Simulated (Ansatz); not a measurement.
## KBr (rock salt), energy over volume and axial ratio

KBr (rock salt)

```yaml
crystal:
  lattice:
    - [0.00000, 3.30442, 3.30442]
    - [3.30442, 0.00000, 3.30442]
    - [3.30442, 3.30442, 0.00000]
  atoms:
    - { symbol: K, position: [0.00000, 0.00000, 0.00000] }
    - { symbol: Br, position: [0.50000, 0.50000, 0.50000] }
```

Grid over V/V₀ and (c/a)/(c/a)₀, subscript 0 meaning the relaxed cell; the conventional c axis lies along z; no internal relaxation.

Computed with r2SCAN (plane waves to 500 eV, PAW, scalar-relativistic; Ansatz, a quantum-chemistry and plane-wave program). k mesh 9×9×9 (Γ-centred), Fermi-Dirac smearing 0.05 eV. The energy includes the smearing's −TS. Stress and pressure are positive under compression. KBr was relaxed with its symmetry unable to fall. The zero of ΔE is the relaxed starting cell.

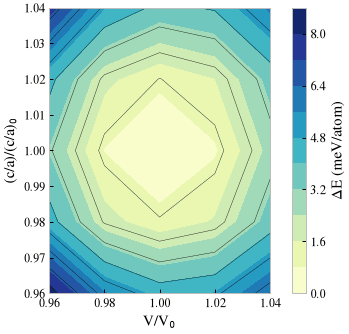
ΔE (meV/atom) over the 5×5 grid of computed points.

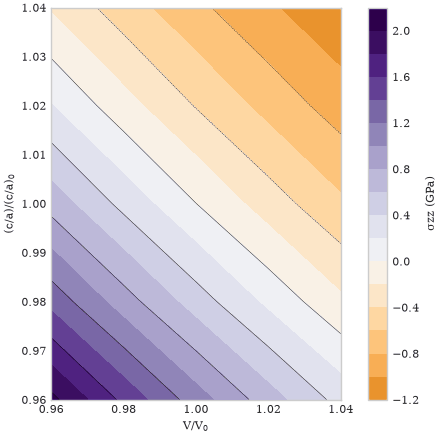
Figure. σzz (GPa) over the 5×5 grid of computed points.

The shear modulus C′ = (C11 − C12)/2 (fit, atoms clamped) comes out as 17.0 GPa. Lowest place on the grid: V/V₀ = 1.000, (c/a)/(c/a)₀ = 1.000 (0.0 meV/atom). Highest place on the grid: V/V₀ = 0.960, (c/a)/(c/a)₀ = 0.960 (8.4 meV/atom).

Near the relaxed cell σzz − σxx = −2Cδ (compression positive), C being this modulus and δ the logarithm of the ratio.

(Under strain, the slope of the energy per volume gives the stress and its curvature an elastic modulus.)
